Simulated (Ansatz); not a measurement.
**Amorphous Li29P10O35N3**

It comes from a melt-quench run on a machine-learned potential (CHGNet), relaxed afterwards by DFT. O and N atoms were pushed apart under 1.9 Å during the dynamics, to hinder bonds among them. The hot cell started wider than the set density and was brought back towards it in steps. It is the lowest in DFT energy of 2 quenches. It is a model cell: composition and starting density were chosen by hand, and all elements were melted together. No dispersion term was used.

Methods: PBE, scalar-relativistic without spin-orbit coupling (Ansatz, a first-principles code); r2SCAN, scalar-relativistic without spin-orbit coupling (Ansatz); HSE06, scalar-relativistic without spin-orbit coupling (Ansatz). Geometry, pressure, stress and energy are those of the PBE run. Its sampling: a 2×2×2 Γ-centred mesh; Fermi-Dirac width 0.02 eV; no spin polarisation. Other functionals are single points at the zone centre (r2SCAN at 500 eV; exact exchange cut at the cell's faces), free to take moments where seeds were set. At PBE the levels at the filled edge of the gap are localised (band-tail or defect states), and the nearest spread-out levels lie 5.0 eV apart at the zone centre.

```yaml
number_of_atoms_in_the_cell: 77
Density (held, not predicted): 2.22 g/cm^3
volume_per_atom: 10.81 Å³
Pressure on a 2×2×2 Γ-centred mesh: -0.43 GPa
Largest force and stress component on that mesh (the relaxation ran on the zone centre alone): 0.03 eV/Å and 1.3 GPa
Level gap on a 2×2×2 Γ-centred mesh (PBE): 3.59 eV
Level gap at the zone centre (PBE): 3.59 eV
Level gap at the zone centre (r2SCAN): 4.03 eV
Level gap at the zone centre (HSE06): 5.00 eV
```

Cut-offs for bonds: Li-Li 2.86 Å, Li-P 2.61 Å, Li-O 2.40 Å, Li-N 2.39 Å, P-P 2.50 Å, P-O 1.86 Å, P-N 2.14 Å, O-O 1.58 Å, O-N 1.64 Å, N-N 1.70 Å. Two cations that share two anions don't count as bonded, nor two that share one unless they lie closer than Li-Li 2.78 Å, Li-P 2.54 Å, P-P 2.29 Å.

```yaml
Mean coordination of Li by anions: 3.76 (9 with 3, 18 with 4, 2 with 5); 32 close contacts or bonds to cations besides
Mean coordination of P by anions: 4.00 (10 with 4)
Mean coordination of O: 3.91 (1 with 2, 8 with 3, 21 with 4, 3 with 5, 2 with 6)
Mean coordination of N: 4.00 (1 with 3, 1 with 4, 1 with 5)
Mean Li-O bond: 2.024 Å (spread 0.111 Å, 102 counted)
Mean P-O bond: 1.569 Å (spread 0.039 Å, 35 counted)
```

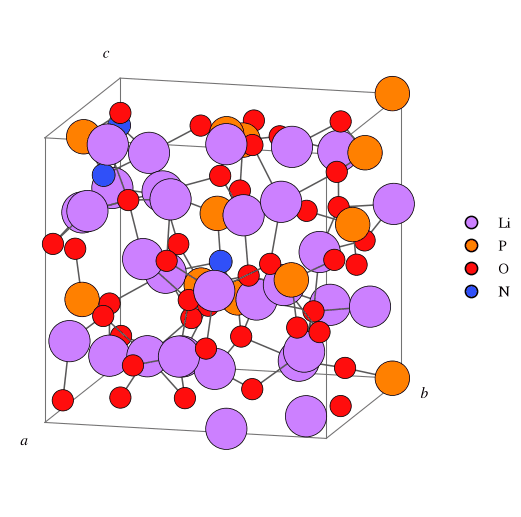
*The relaxed cell*

Its density started from a set value of 2.22 g/cm³. The simulated quench (nominally 120 K/ps over its main leg) is rapid and tends to freeze in more defects than a deposited or slowly cooled glass has. One small periodic cell is one sample of the glass; other quenches scatter about these values. The volume was held where the preparation left it, at a PBE pressure of -0.4 GPa (tension). Stress components on the final sampling reach 1.3 GPa.
